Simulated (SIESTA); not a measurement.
**Converging the SCF threshold: HgTe (R3m, 2 atoms in the cell)**

```
HgTe
1.0
    0.00000     3.21385     3.21385
    3.21385     0.00000     3.21385
    3.21385     3.21385     0.00000
Hg Te
1 1
Direct
  0.00449   0.00449   0.00449
  0.25000   0.25000   0.25000
```

Computed with GGA PBEsol, numerical atomic orbitals DZP, PseudoDojo PBEsol standard norm-conserving potentials (rewritten from UPF to PSML) (SIESTA).

Base settings: XC.functional = GGA; XC.authors = PBEsol; potentials = PseudoDojo PBEsol standard; PAO.BasisSize = DZP; PAO.EnergyShift = 0.01 Ry; MeshCutoff = 300 Ry; kgrid.MonkhorstPack = 7 7 7; OccupationFunction = FD; ElectronicTemperature = 116.05 K; MaxSCFIterations = 150.

In this ladder: SCF.DM.Tolerance = default; SCF.DM.Converge = false; SCF.H.Converge = false; SCF.FreeE.Converge = true.

The mesh stays at the base's, so the ladder's end is converged at best in this setting alone.

Only quantities that move along the ladder and can be compared are tabulated.

The starting cell has typed, rounded lattice constants, without a prior relaxation at this level. Its lattice was rescaled by up to half a per cent. One atom was moved a little off its site on purpose. Values carry the incompleteness of an atom-centred basis.

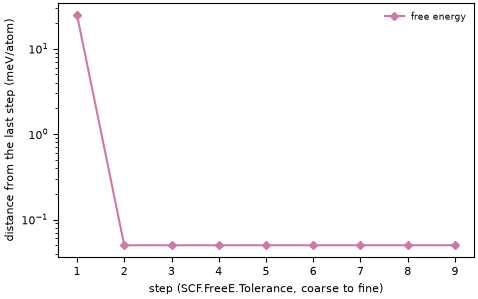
Fig. 1. Distance from the last step along the ladder; very small values are drawn at a floor.

```csv
SCF.FreeE.Tolerance,free energy less the last step's (meV/atom),pressure (GPa)
1.0E-01 eV,24.94,-0.49
1.0E-02 eV,0.00,-0.97
1.0E-03 eV,0.00,-0.97
1.0E-04 eV,0.00,-0.97
1.0E-05 eV,0.00,-0.97
1.0E-06 eV,0.00,-0.97
1.0E-07 eV,0.00,-0.97
1.0E-08 eV,0.00,-0.97
1.0E-10 eV,0.00,-0.97
1.0E-12 eV,0.00,-0.97
```

Coarsest SCF.FreeE.Tolerance that holds the pressure within 0.1 GPa of the last step, with all finer ones: 1.0E-02 eV; the step before is off by 0.49 GPa.

Coarsest SCF.FreeE.Tolerance that holds the free energy within 2 meV/atom of the last step, with all finer ones: 1.0E-02 eV; the step before is off by 25 meV/atom.
